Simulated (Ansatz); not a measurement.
## How methods differ on C2H5GeN (SMILES C1=[N][GeH2][CH2]1)

The species is C2H5GeN (9 atoms), meant as a singlet with charge 0. SMILES: `C1=[N][GeH2][CH2]1`. The coordinates come from a PBE0-D4/def2-TZVP relaxation.

Quantity: the vertical energy of the triplet above the singlet, in eV. The values are calculated.

```json
{"level": "SVWN5/def2-SVP", "kind": "LDA", "program": "Ansatz", "value (eV)": "4.07"}
{"level": "r2SCAN/def2-SVP", "kind": "meta-GGA", "program": "Ansatz", "value (eV)": "3.79"}
{"level": "B3LYP/def2-SVP", "kind": "global hybrid", "program": "Ansatz", "value (eV)": "3.96"}
{"level": "BHLYP/def2-SVP", "kind": "global hybrid", "program": "Ansatz", "value (eV)": "3.85"}
{"level": "wB97M-V/def2-SVP", "kind": "range-separated hybrid", "program": "Ansatz", "value (eV)": "4.12"}
{"level": "B2PLYP/def2-SVP", "kind": "double hybrid", "program": "Ansatz", "value (eV)": "4.13"}
{"level": "MP2/def2-SVP", "kind": "perturbation theory", "program": "Ansatz", "value (eV)": "4.47"}
{"level": "CCSD/def2-SVP", "kind": "coupled cluster or CI", "program": "Ansatz", "value (eV)": "4.17"}
```

All-electron rows without a relativistic Hamiltonian named are non-relativistic. The values span 3.79 to 4.47 eV. In the correlated wave-function rows the outer d shell of Ge is correlated, in sets not made for it.

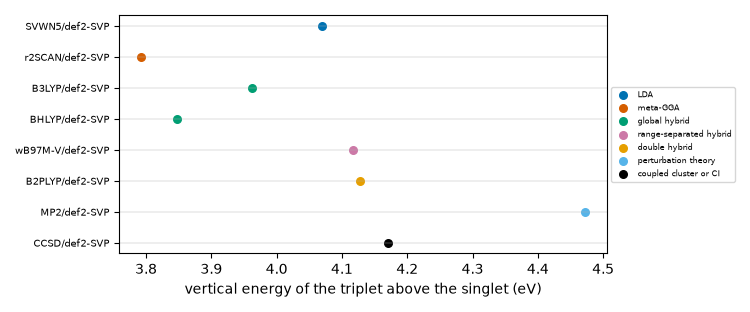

The values of the table, level by level.
